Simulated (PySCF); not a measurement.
C5H9AlFN (SMILES C=C[C@H](C)C#[N+][AlH2-][F])

```xyz
17

C    -0.8063   -1.7604    0.2488
C    -1.5276   -0.6855    0.4984
C    -0.9867    0.7098    0.7404
C    -1.5445    1.7026   -0.2950
C     0.4425    0.7144    0.6852
N     1.5866    0.7230    0.6019
Al    3.0859   -0.5881    0.3086
F     2.7363   -1.5749    1.6027
H     0.2724   -1.7478    0.2052
H    -1.2773   -2.7138    0.0808
H    -2.6082   -0.7297    0.5380
H    -1.2848    1.0358    1.7467
H    -1.2505    1.4023   -1.2977
H    -1.1730    2.7069   -0.1054
H    -2.6300    1.7120   -0.2383
H     2.5861   -1.1444   -1.0546
H     4.3719    0.2497    0.3738
```

Geometry: GFN2-xTB.

Computed with PBE0/pcSseg-1, SCF density, gas phase, non-relativistic (PySCF).

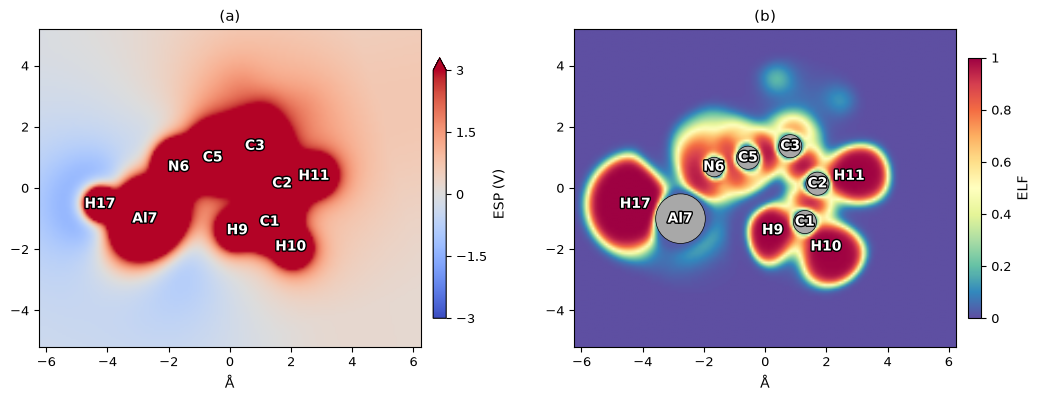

Figure 1. (a) electrostatic potential; (b) ELF on the plane of atoms N6, Al7 and H17. Grey discs cover the atomic cores in the ELF map.

Describe what can be read from this map.

Answer.
- The plane passes through C, N, Al and H nuclei.
- C–N (1.15 Å): the ELF peaks at about 0.85 between the atoms; a multiple bond.
- C–C (1.32 Å): the ELF peaks at about 0.90 between the atoms: a short, multiple covalent bond.
- Al–N (2.01 Å): the ELF peaks at about 0.95 in the valence shell of N, 0.7 Å from its nucleus, and is about 0.60 at the midpoint.
- C–H (1.08 Å): the ELF climbs to about 1 towards the hydrogen, as it does in any bond to H: an ordinary covalent bond to hydrogen.
- C–C (1.43 Å): the ELF peaks at about 0.95 between the atoms: a covalent bond.
- Outside the dense part of the molecule the potential is most negative (−1.3 V) near H17.

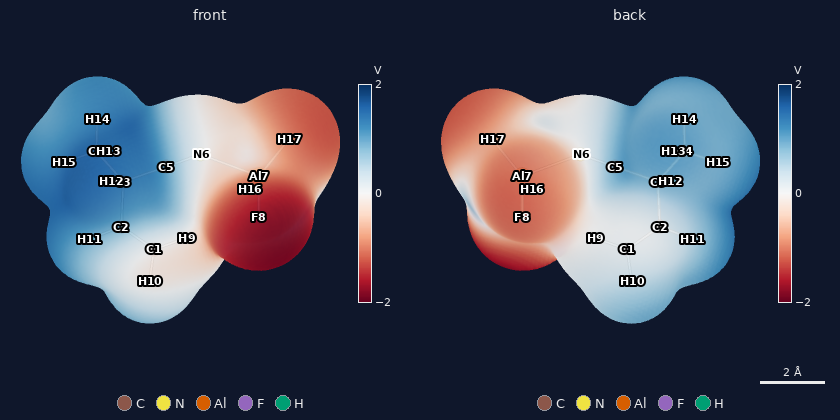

Figure 2. The electrostatic potential painted on the density surface at 0.001 e/bohr³, seen from the front and from behind; red is negative and blue positive.

Describe the electrostatic potential map.

Answer. The most negative region (about −1.9 V) lies over F8, the most positive (about +1.6 V) over C3, C5 and H12.

What dipole moment does the calculation give?

Answer. Its dipole moment is 7.98 D.
